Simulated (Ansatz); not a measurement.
System: BFH4OSi.

Input

```
crystal:
  periodic: [false, false, false]
  atoms:
    - { symbol: O, position_ang: [1.6475, 0.9691, -0.3012] }
    - { symbol: B, position_ang: [0.8567, -0.2136, -0.0209] }
    - { symbol: F, position_ang: [1.5181, -1.4772, 0.007] }
    - { symbol: Si, position_ang: [-0.9723, -0.1235, 0.3263] }
    - { symbol: H, position_ang: [1.5571, 1.0957, -1.3162] }
    - { symbol: H, position_ang: [-1.2949, 0.7411, 1.4955] }
    - { symbol: H, position_ang: [-1.7089, 0.4231, -0.8404] }
    - { symbol: H, position_ang: [-1.5112, -1.4719, 0.5942] }
basis:
  gaussian: { orbitals: def2-SVP }
hamiltonian:
  xc: pbe0
relax:
  f_tol: 0.02
  max_steps: 50
output:
  orbitals: {}
```

Run with:

```sh
ansatz run input.yaml --threads 1 --pin off --max-ram 2048MiB --backend cpu --events-out ev --progress --plain --runs-dir out
```

The fields are those of the relaxed geometry.

All numbers below come from RKS PBE0/def2-SVP (Ansatz 0.2.0).

### What will maps of the electron density and electron localisation function show?

B–F (1.33 Å): ρ at the midpoint is about 2.1 e/Å³; the ELF peaks at about 0.85 between the atoms; a polar covalent bond.
B–O (1.35 Å): ρ at the midpoint is about 2.2 e/Å³; the ELF peaks at about 0.90 between the atoms (a polar covalent bond).
Si–B (2.04 Å): ρ at the midpoint is about 0.79 e/Å³; the ELF peaks at about 1 between the atoms (a covalent bond).
O–H (0.96 Å): ρ at the midpoint is about 3.7 e/Å³; the ELF climbs to about 1 towards the hydrogen, as it does in any bond to H: a covalent bond by its length.

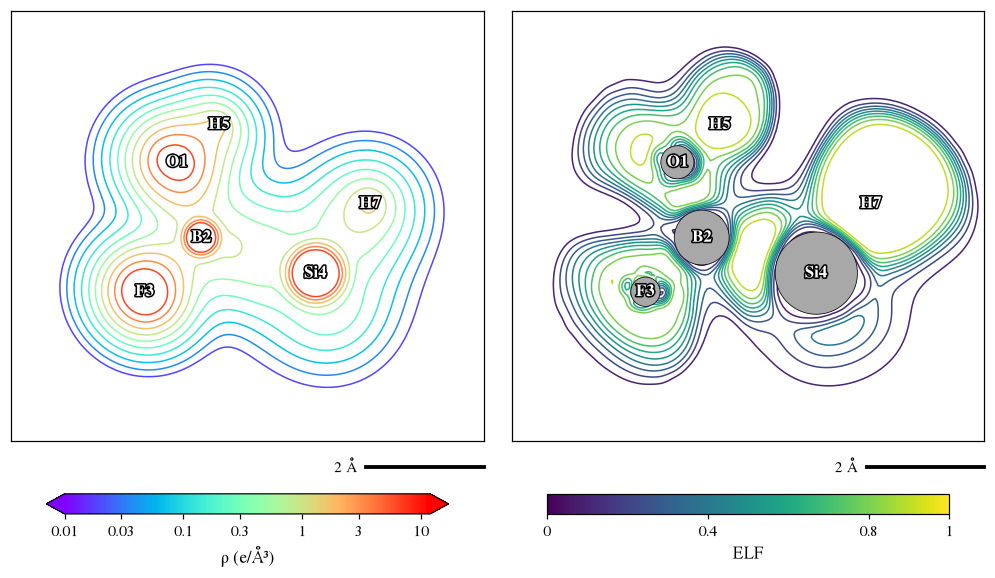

Computed electron density and electron localisation function on the plane of atoms F3, B2 and Si4, in this order. Grey discs cover the atomic cores in the ELF map. 
